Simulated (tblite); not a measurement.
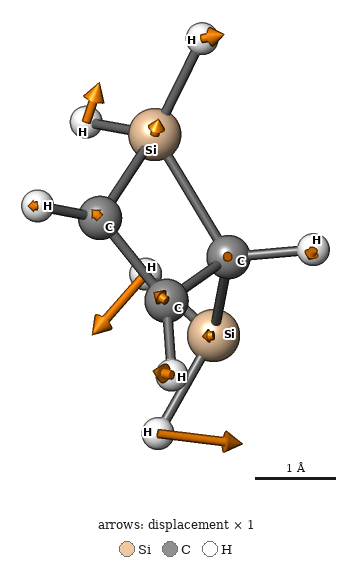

This is a relaxation of C3H7Si2 (multiplicity 2). The starting structure is drawn; orange arrows show the displacements, at their true length. The two geometries are superimposed by the best rigid fit.

The picture is a ball-and-stick view, seen from a free direction.

All numbers below come from GFN2-xTB geometry optimisation, gas phase (tblite). 

> Atoms of which element are displaced furthest, and by how much?

Hydrogen: up to 1.13 Å, against 0.25 Å for silicon.

> What did the optimiser do to the structure, and how much energy did it gain?

The energy falls by 12.7 kcal/mol in 90 geometry steps. The atom that moves furthest after the best rigid fit is an H atom (1.13 Å). Largest moves by element: H 1.13 Å, Si 0.25 Å, C 0.23 Å. Some distances before and after: C–Si 1.810 → 1.941 Å, C–Si 1.838 → 1.881 Å, C–H 1.120 → 1.092 Å, C–C 1.481 → 1.501 Å. Bond angles that change, for instance: C–C–C 97.8° → 105.9°, C–C–H 131.6° → 124.8°, C–C–Si 93.6° → 86.9°. Groups turn about C–Si by about 55°.
